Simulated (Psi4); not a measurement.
GaNH$_{4}$: molecular dynamics (part 2 of 2)

The same run, continued: GaNH$_{4}$, SMILES [NH2][GaH2]; PBE0/def2-SVP, RKS, dispersion D4 (Psi4 1.11). The geometry comes from this level: GFN2-xTB.

Geometry of the input (Å):
```
N  -0.0109  -0.9531  0.0448
Ga 0.0088  0.8463  -0.0411
H  0.2616  -1.5859  -0.6984
H  -0.2945  -1.5039  0.8476
H  0.4687  1.5332  -1.3492
H  -0.4337  1.6633  1.1963
```

Output, continued:
```
    Gradient:                    1
    J tasked:                  Yes
    K tasked:                  Yes
    wK tasked:                  No
    Integrals threads:           1
    Memory [MiB]:             1144
    Schwarz Cutoff:          1E-12
    Fitting Condition:       1E-10

   => Auxiliary Basis Set <=

  Basis Set: (DEF2-SVP AUX)
    Blend: DEF2-UNIVERSAL-JKFIT
    Number of shells: 109
    Number of basis functions: 415
    Number of Cartesian functions: 544
    Spherical Harmonics?: true
    Max angular momentum: 5

  ==> DFT Potential <==

   => LibXC <=

    Version 7.1.2

   => Composite Functional: PBE0-D4BJEEQATM <=

    PBE0-d4bjeeqatm Hyb-GGA Exchange-Correlation Functional

    Deriv               =              1
    GGA                 =           TRUE
    Meta                =          FALSE

    Exchange Hybrid     =           TRUE
    MP2 Hybrid          =          FALSE

   => Exchange Functionals <=

    0.7500   Perdew, Burke & Ernzerhof

   => Exact (HF) Exchange <=

    0.2500               HF

   => Correlation Functionals <=

    1.0000   Perdew, Burke & Ernzerhof

   => LibXC Density Thresholds  <==

    XC_HYB_GGA_XC_PBEH:  1.00E-15

   => Molecular Quadrature <=

    Radial Scheme          =       TREUTLER
    Pruning Scheme         =           NONE
    Nuclear Scheme         =       TREUTLER

    Blocking Scheme        =         OCTREE
    BS radius alpha        =              1
    Pruning alpha          =              1
    Radial Points          =             75
    Spherical Points       =            302
    Total Points           =         130963
    Total Blocks           =           1058
    Max Points             =            256
    Max Functions          =             66
    Weights Tolerance      =       1.00E-15

  -Total Gradient:
     Atom            X                  Y                   Z
    ------   -----------------  -----------------  -----------------
       1        0.010944997156    -0.002104233977    -0.003825989473
       2       -0.001073296262     0.026732238592    -0.000102028332
       3        0.008751689036    -0.006072469453    -0.016921162876
       4       -0.018569302605    -0.011398947074     0.019380229452
       5       -0.003372642252    -0.005051388380     0.006956431357
       6        0.003316070748    -0.002105042220    -0.005499073405

	total time  =          1 seconds =       0.02 minutes
```

Standard output:
```
step   0  Epot  -53916.739706  Ekin  0.192795  Etot  -53916.546911 eV  T   248.6 K
step   1  Epot  -53916.719168  Ekin  0.174466  Etot  -53916.544702 eV  T   225.0 K
step   2  Epot  -53916.690276  Ekin  0.149082  Etot  -53916.541195 eV  T   192.2 K
step   3  Epot  -53916.699873  Ekin  0.156406  Etot  -53916.543467 eV  T   201.7 K
step   4  Epot  -53916.718055  Ekin  0.171405  Etot  -53916.546650 eV  T   221.0 K
step   5  Epot  -53916.699546  Ekin  0.154348  Etot  -53916.545198 eV  T   199.0 K
step   6  Epot  -53916.662462  Ekin  0.120250  Etot  -53916.542212 eV  T   155.0 K
step   7  Epot  -53916.650269  Ekin  0.108588  Etot  -53916.541681 eV  T   140.0 K
step   8  Epot  -53916.670875  Ekin  0.126656  Etot  -53916.544219 eV  T   163.3 K
step   9  Epot  -53916.686581  Ekin  0.139816  Etot  -53916.546766 eV  T   180.3 K
step  10  Epot  -53916.662566  Ekin  0.117628  Etot  -53916.544938 eV  T   151.7 K
step  11  Epot  -53916.626740  Ekin  0.085505  Etot  -53916.541234 eV  T   110.2 K
step  12  Epot  -53916.629103  Ekin  0.086152  Etot  -53916.542950 eV  T   111.1 K
step  13  Epot  -53916.647185  Ekin  0.100976  Etot  -53916.546209 eV  T   130.2 K
step  14  Epot  -53916.634647  Ekin  0.089537  Etot  -53916.545110 eV  T   115.4 K
step  15  Epot  -53916.604136  Ekin  0.061943  Etot  -53916.542193 eV  T    79.9 K
```

Trajectory as extended XYZ (Å, eV, eV/Å), 16 frames, from step=0 to step=15:
```
6
Properties=species:S:1:pos:R:3:forces:R:3 step=0 energy=-53916.74015
N    -0.0109   -0.9531    0.0448   -0.0134  -0.4667   0.0500
Ga    0.0088    0.8463   -0.0411    0.0045   0.0991  -0.0067
H     0.2616   -1.5859   -0.6984    0.0442   0.1573  -0.1377
H    -0.2945   -1.5039    0.8476   -0.0333   0.1839   0.0954
H     0.4687    1.5332   -1.3492    0.1022  -0.0021  -0.2862
H    -0.4337    1.6633    1.1963   -0.1042   0.0278   0.2851
6
Properties=species:S:1:pos:R:3:forces:R:3 step=1 energy=-53916.71961
N    -0.0128   -0.9592    0.0478    0.1116   0.7287  -0.2983
Ga    0.0093    0.8474   -0.0412    0.0484   0.0103  -0.1133
H     0.2546   -1.5828   -0.6835    0.2671  -0.2629  -0.7693
H    -0.3125   -1.5056    0.8178   -0.3862  -0.3874   1.0757
H     0.4630    1.5254   -1.3696    0.0565  -0.0763  -0.1332
H    -0.4109    1.6827    1.1960   -0.0974  -0.0129   0.2385
6
Properties=species:S:1:pos:R:3:forces:R:3 step=2 energy=-53916.69072
N    -0.0146   -0.9649    0.0506    0.2041   1.4403  -0.4496
Ga    0.0098    0.8485   -0.0413    0.0838  -0.0393  -0.2003
H     0.2501   -1.5822   -0.6761    0.3894  -0.4897  -1.1188
H    -0.3343   -1.5111    0.7983   -0.6052  -0.6926   1.5771
H     0.4580    1.5170   -1.3913    0.0098  -0.1473   0.0306
H    -0.3890    1.7019    1.1980   -0.0819  -0.0718   0.1611
6
Properties=species:S:1:pos:R:3:forces:R:3 step=3 energy=-53916.70031
N    -0.0163   -0.9696    0.0531    0.1381   1.2162  -0.2734
Ga    0.0103    0.8495   -0.0414    0.1088  -0.0570  -0.2607
H     0.2494   -1.5863   -0.6793    0.3247  -0.3550  -0.9594
H    -0.3619   -1.5231    0.7938   -0.4778  -0.4599   1.2436
H     0.4530    1.5071   -1.4127   -0.0304  -0.2041   0.1821
H    -0.3680    1.7205    1.2015   -0.0632  -0.1405   0.0678
6
Properties=species:S:1:pos:R:3:forces:R:3 step=4 energy=-53916.71849
N    -0.0179   -0.9734    0.0555   -0.0647   0.3344   0.0413
Ga    0.0109    0.8506   -0.0416    0.1234  -0.0645  -0.2930
H     0.2518   -1.5938   -0.6917    0.1104   0.0494  -0.4003
H    -0.3940   -1.5396    0.8013   -0.0632   0.1299   0.3738
H     0.4478    1.4952   -1.4324   -0.0594  -0.2402   0.3044
H    -0.3475    1.7376    1.2056   -0.0465  -0.2094  -0.0262
6
Properties=species:S:1:pos:R:3:forces:R:3 step=5 energy=-53916.69998
N    -0.0196   -0.9771    0.0578   -0.2765  -0.5479   0.2560
Ga    0.0114    0.8516   -0.0418    0.1294  -0.0894  -0.2990
H     0.2552   -1.6009   -0.7080   -0.1339   0.4734   0.2330
H    -0.4268   -1.5549    0.8124    0.3911   0.6856  -0.4688
H     0.4419    1.4811   -1.4491   -0.0750  -0.2530   0.3868
H    -0.3275    1.7528    1.2095   -0.0350  -0.2691  -0.1080
6
Properties=species:S:1:pos:R:3:forces:R:3 step=6 energy=-53916.66290
N    -0.0214   -0.9811    0.0604   -0.4099  -0.9962   0.3164
Ga    0.0120    0.8527   -0.0421    0.1289  -0.1538  -0.2816
H     0.2574   -1.6034   -0.7220   -0.3098   0.7246   0.6754
H    -0.4558   -1.5635    0.8190    0.6983   0.9791  -0.9656
H     0.4354    1.4645   -1.4621   -0.0766  -0.2419   0.4235
H    -0.3078    1.7655    1.2124   -0.0309  -0.3122  -0.1681
6
Properties=species:S:1:pos:R:3:forces:R:3 step=7 energy=-53916.65071
N    -0.0235   -0.9857    0.0631   -0.4304  -0.8762   0.2631
Ga    0.0126    0.8537   -0.0424    0.1240  -0.2677  -0.2441
H     0.2566   -1.5989   -0.7296   -0.3725   0.7298   0.8065
H    -0.4781   -1.5628    0.8163    0.7784   0.9557  -1.0376
H     0.4281    1.4456   -1.4711   -0.0647  -0.2084   0.4123
H    -0.2884    1.7751    1.2137   -0.0346  -0.3336  -0.2001
6
Properties=species:S:1:pos:R:3:forces:R:3 step=8 energy=-53916.67131
N    -0.0259   -0.9910    0.0660   -0.3132  -0.1995   0.1242
Ga    0.0132    0.8546   -0.0427    0.1157  -0.4284  -0.1897
H     0.2522   -1.5875   -0.7294   -0.3137   0.4909   0.6008
H    -0.4929   -1.5530    0.8037    0.5976   0.6222  -0.6879
H     0.4202    1.4248   -1.4762   -0.0405  -0.1554   0.3541
H    -0.2693    1.7815    1.2130   -0.0457  -0.3303  -0.2013
6
Properties=species:S:1:pos:R:3:forces:R:3 step=9 energy=-53916.68702
N    -0.0286   -0.9964    0.0691   -0.0428   0.9153  -0.0882
Ga    0.0138    0.8556   -0.0430    0.1048  -0.6219  -0.1226
H     0.2448   -1.5714   -0.7235   -0.1542   0.0644   0.1075
H    -0.5021   -1.5372    0.7845    0.1614   0.0309   0.0216
H     0.4119    1.4024   -1.4778   -0.0062  -0.0871   0.2532
H    -0.2507    1.7848    1.2104   -0.0631  -0.3021  -0.1713
6
Properties=species:S:1:pos:R:3:forces:R:3 step=10 energy=-53916.66301
N    -0.0312   -1.0012    0.0720    0.3111   2.1305  -0.3037
Ga    0.0144    0.8564   -0.0434    0.0915  -0.8269  -0.0498
H     0.2360   -1.5546   -0.7166    0.0388  -0.4118  -0.4961
H    -0.5097   -1.5211    0.7656   -0.3921  -0.6318   0.8438
H     0.4036    1.3792   -1.4770    0.0356  -0.0096   0.1189
H    -0.2327    1.7852    1.2062   -0.0847  -0.2507  -0.1127
6
Properties=species:S:1:pos:R:3:forces:R:3 step=11 energy=-53916.62718
N    -0.0337   -1.0045    0.0748    0.5259   2.8610  -0.3506
Ga    0.0151    0.8571   -0.0438    0.0766  -1.0197   0.0176
H     0.2275   -1.5418   -0.7144    0.1500  -0.7221  -0.8880
H    -0.5210   -1.5110    0.7547   -0.7243  -1.0087   1.2860
H     0.3956    1.3559   -1.4751    0.0804   0.0701  -0.0335
H    -0.2155    1.7832    1.2009   -0.1084  -0.1808  -0.0312
6
Properties=species:S:1:pos:R:3:forces:R:3 step=12 energy=-53916.62954
N    -0.0357   -1.0059    0.0773    0.4011   2.6848  -0.1490
Ga    0.0158    0.8577   -0.0442    0.0622  -1.1801   0.0663
H     0.2204   -1.5360   -0.7207    0.0916  -0.7018  -0.7932
H    -0.5393   -1.5106    0.7561   -0.5458  -0.8471   0.9945
H     0.3883    1.3333   -1.4735    0.1226   0.1438  -0.1817
H    -0.1993    1.7794    1.1953   -0.1314  -0.0997   0.0636
6
Properties=species:S:1:pos:R:3:forces:R:3 step=13 energy=-53916.64762
N    -0.0375   -1.0054    0.0797    0.0297   1.8135   0.1109
Ga    0.0164    0.8581   -0.0445    0.0513  -1.2957   0.0837
H     0.2143   -1.5368   -0.7346   -0.1042  -0.3929  -0.2588
H    -0.5628   -1.5184    0.7670    0.0186  -0.3113   0.2064
H     0.3823    1.3120   -1.4737    0.1557   0.2033  -0.2998
H    -0.1844    1.7747    1.1903   -0.1509  -0.0170   0.1581
6
Properties=species:S:1:pos:R:3:forces:R:3 step=14 energy=-53916.63509
N    -0.0393   -1.0037    0.0822   -0.3397   0.8181   0.2296
Ga    0.0171    0.8583   -0.0449    0.0479  -1.3606   0.0628
H     0.2071   -1.5414   -0.7510   -0.3176   0.0051   0.3955
H    -0.5862   -1.5291    0.7799    0.6002   0.2391  -0.5603
H     0.3777    1.2927   -1.4767    0.1738   0.2426  -0.3633
H    -0.1709    1.7698    1.1868   -0.1644   0.0558   0.2361
6
Properties=species:S:1:pos:R:3:forces:R:3 step=15 energy=-53916.60458
N    -0.0413   -1.0014    0.0848   -0.5628   0.1082   0.1967
Ga    0.0178    0.8583   -0.0453    0.0552  -1.3746   0.0053
H     0.1969   -1.5460   -0.7636   -0.4500   0.3123   0.8701
H    -0.6038   -1.5375    0.7875    0.9549   0.5862  -0.9966
H     0.3748    1.2757   -1.4832    0.1734   0.2597  -0.3577
H    -0.1590    1.7655    1.1856   -0.1705   0.1082   0.2828
```

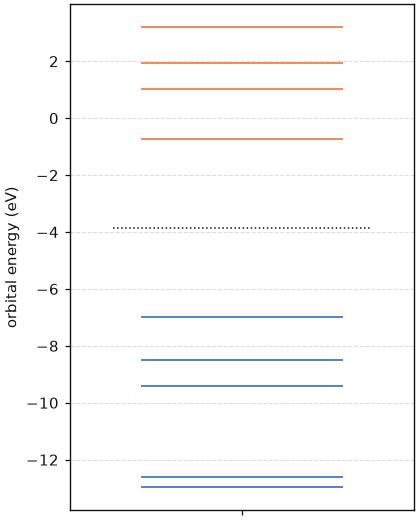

Orbital energies near the frontier; the dotted line parts filled from empty levels, and levels within 0.02 eV of each other stand side by side. Highest filled −7.00 eV, lowest empty −0.74 eV, 6.26 eV apart.

Key numbers:

- outcome: finished
- trajectory: 16 frames kept
- potential energy (last step): −1981.398672 hartree
- dispersion energy (last step): −0.002258 hartree
- basis functions (last step): 66
- HOMO (last step): −7.00 eV
- LUMO (last step): −0.74 eV
- dipole moment (last step): 1.05 D
- wall time: 76 s
- peak memory: 0.75 GiB
